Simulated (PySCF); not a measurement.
# C2H3Cl2O (SMILES [O]CC(Cl)Cl) (doublet): what the fields show

The calculation's input:

```
{"job": {"kind": "epr", "basis": "pcH-1"}, "charge": 0, "multiplicity": 2}
O      1.500252    -0.976857     0.522698
C      0.821310     0.006056     0.024696
C     -0.720852    -0.146849     0.067454
Cl    -1.458264     1.292975     0.804163
Cl    -1.342587    -0.356805    -1.583386
H      1.127670     0.232464    -1.030889
H      1.089032     0.979621     0.514739
H     -1.007502    -1.021193     0.655960
```

Command:

```sh
OMP_NUM_THREADS=1 python probes_run.py task.json out
```

Geometry: GFN2-xTB.

Theory: PySCF, UKS B3LYP, pcH-1 on C Cl H O, non-relativistic, mean-field spin-orbit, GIAO.

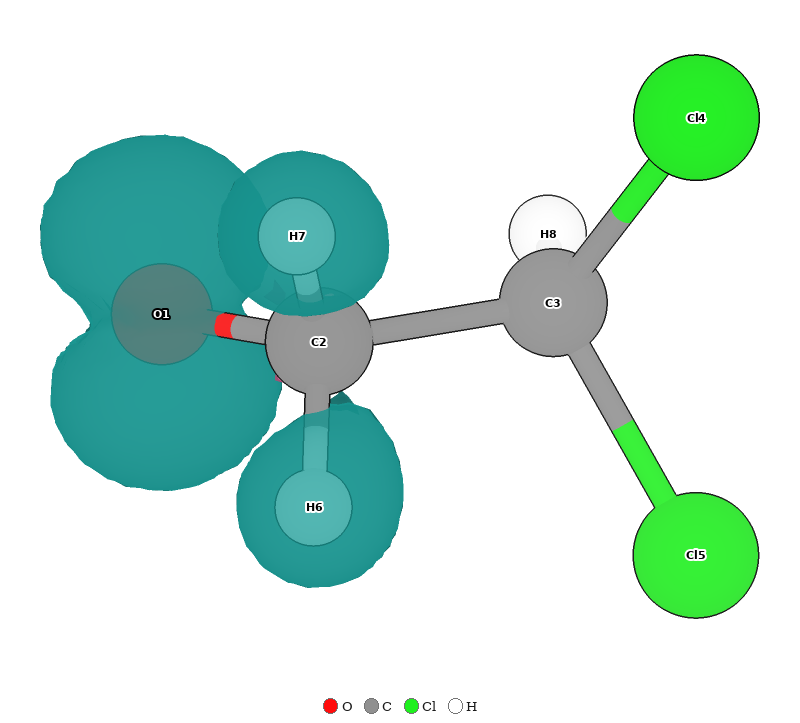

Figure 1. Isosurfaces of the spin density (α minus β) at +0.05 (teal) and −0.05 e/Å³ (pink), seen at a tilt.

### Describe the spin distribution.

The unpaired spin (1 electron) lies mostly on O1 (about 0.7), H7 (about 0.1), C2 (about 0.1) and H6 (about 0.1), in electrons by Hirshfeld's partition.

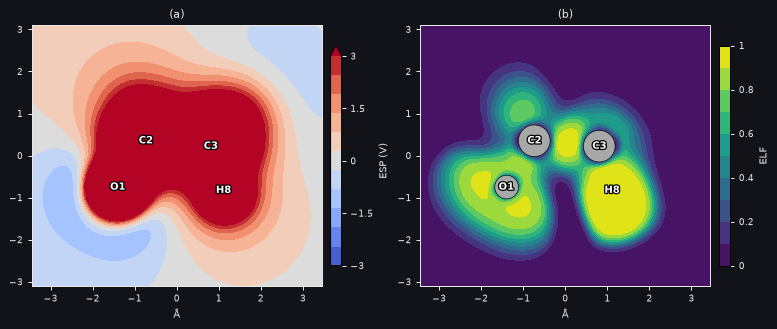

Figure 2. (a) molecular electrostatic potential; (b) ELF on the plane of atoms C2, C3 and H8. Grey discs cover the atomic cores in the ELF map.

### What do the fields say about this system?

Atoms in the plane: O, C and H.
C–O (1.29 Å): the ELF peaks at about 0.90 between the atoms (a short, strongly polar bond).
C–C (1.55 Å): the ELF peaks at about 0.95 between the atoms, as expected for a covalent bond.
C–H (1.09 Å): the ELF climbs to about 1 towards the hydrogen, as it does in any bond to H: an ordinary covalent bond to hydrogen.
The ELF also peaks beside O1, away from the bonds: non-bonding electrons, paired or unpaired.
Outside the dense part of the molecule the potential is most negative (−1.3 V) near O1.

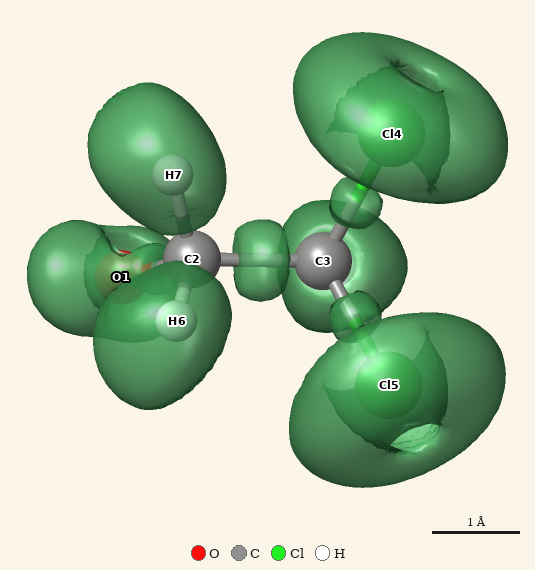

Figure 3. Isosurface of the ELF at 0.8 (green), seen across its widest extent. Only the valence region is drawn (cores and ρ < 0.01 e/Å³ removed).

### Where are the electrons localised?

The surface consists of one region between bonded C–C atoms (shared pairs), two regions between bonded C–Cl atoms (shared pairs), three regions around hydrogen nuclei, one region on O in which the atom's valence shell and bonds are merged and two rings or bowls of non-bonding electrons around Cl.
